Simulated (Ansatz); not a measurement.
Cs₂AgBiBr₆ (double-perovskite type, space group Fm-3m)

```yaml
crystal:
  lattice:
    - [0.00000, 5.73848, 5.73848]
    - [5.73848, 0.00000, 5.73848]
    - [5.73848, 5.73848, 0.00000]
  atoms:
    - { symbol: Cs, position: [0.25000, 0.25000, 0.25000] }
    - { symbol: Cs, position: [0.75000, 0.75000, 0.75000] }
    - { symbol: Ag, position: [0.50000, 0.50000, 0.50000] }
    - { symbol: Bi, position: [0.00000, 0.00000, 0.00000] }
    - { symbol: Br, position: [0.74863, 0.25137, 0.25137] }
    - { symbol: Br, position: [0.25137, 0.74863, 0.74863] }
    - { symbol: Br, position: [0.25137, 0.74863, 0.25137] }
    - { symbol: Br, position: [0.74863, 0.25137, 0.74863] }
    - { symbol: Br, position: [0.25137, 0.25137, 0.74863] }
    - { symbol: Br, position: [0.74863, 0.74863, 0.25137] }
```

E(V) scan at fixed shape, V₀ the volume above. The atoms relax within the cell's symmetry.

Level of theory: PBE (plane waves to 420 eV, PAW, scalar-relativistic; Ansatz, an electronic-structure program). k mesh 5×5×5 (Γ-centred), Fermi-Dirac smearing 0.05 eV. Energies are smeared free energies. Cs2AgBiBr6 was relaxed with its symmetry unable to fall. Spin-orbit coupling is left out, though Bi is heavy. The zero of ΔE is the relaxed starting cell.

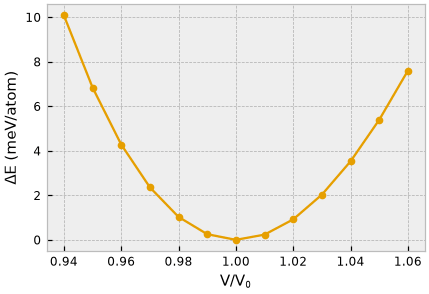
Figure: ΔE (meV/atom) against V/V₀; one marker a computed point.

What is ΔE at V/V₀ = 1.060?

About 7.6 meV/atom.

What bulk modulus B₀ follows from a third-order Birch-Murnaghan fit?

About 21 GPa.

What is ΔE at V/V₀ = 0.940?

About 10 meV/atom.

(Under strain, the slope of the energy per volume gives the stress and its curvature an elastic modulus.)
